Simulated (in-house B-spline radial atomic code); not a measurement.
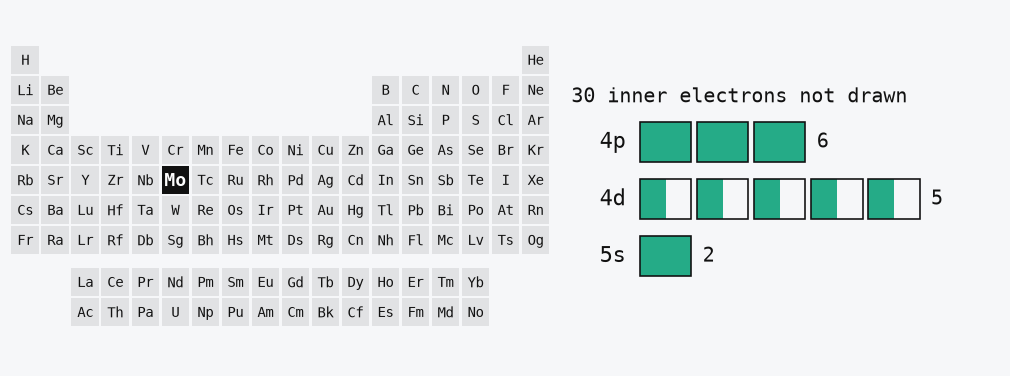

Fig. 1: Left, the place of molybdenum in the periodic table; right, the outer shells as the input fills them: a box for each of the 2l + 1 orbitals, shaded by the share of the shell that is filled, with the electron count at the right.

## RPA and GW calculation for Mo⁻

- system: Mo⁻, configuration [Kr] 4d5 5s2.
- method: RPA, second-order and SOSEX correlation energies and G0W0 (contour deformation) on a scalar-relativistic (spin-free one-electron X2C) mean field, all electrons, B-spline basis (in-house B-spline radial atomic code)

## Outcome

- outcome: refused by the program
- hardware: 1 thread of Intel Xeon (Sapphire Rapids), 256 GiB of memory available, shared host

## What went wrong

The program refused the input; the driver noted: the highest occupied level is unbound.

## Input file
```
Z = 42
electrons = 43.0
configuration = [Kr] 4d5 5s2
hamiltonian = x2c
method = hf
lmax = 9
rms_radius = 4.4091
spin_polarised = True
box_radius = 60.0
intervals = 74
```

The run was one of a batch that the task file lists, launched with:
```bash
python <driver script> task.json out
```

The program writes its results to a structured record and prints no log; tables and figures of this report are taken from that record.
